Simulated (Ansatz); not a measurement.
| atom | x (Å) | y (Å) | z (Å) |
| --- | --- | --- | --- |
| C | 1.3992 | 1.5885 | -1.5684 |
| C | 0.8290 | 1.0521 | -0.6468 |
| In | -0.1505 | 0.1456 | 0.9592 |
| N | -1.0522 | -1.5600 | 0.4458 |
| H | 1.9015 | 2.0593 | -2.3828 |
| H | -0.2150 | 0.7303 | 2.5534 |
| H | -1.0382 | -1.9318 | -0.4888 |
| H | -1.5817 | -2.1409 | 1.0726 |

Geometry: PBE0-D4/def2-TZVP; core potentials replace the inner electrons of In.

The calculation used RKS PBE0-D4/def2-TZVPP in Ansatz.

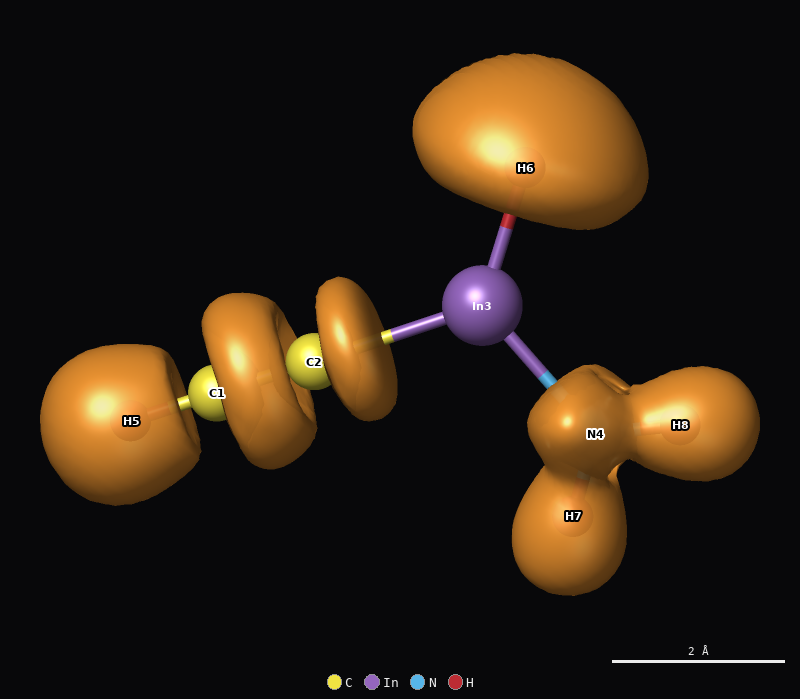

C2H4InN (SMILES C#[C][InH][NH2]). Isosurface of the ELF at 0.75 (orange), seen across its widest extent. Core shells and regions of very low density are left out.

Question: Describe the localisation domains.

Answer: The ELF exceeds this value in one region between bonded C–C atoms (shared pairs), two regions around hydrogen nuclei, one lobe of the valence shell of C pointing towards In (polar bonds) and one joined region spread over several atoms (H, N), in which their bonds and any lone pairs are merged. Profiles from the grid: C–C (1.21 Å): the ELF peaks at about 0.85 between the atoms (a short, multiple covalent bond). In–N (2.00 Å): the ELF peaks at about 0.85 in the valence shell of N, 0.6 Å from its nucleus, and drops to about 0.15 between the two atoms.
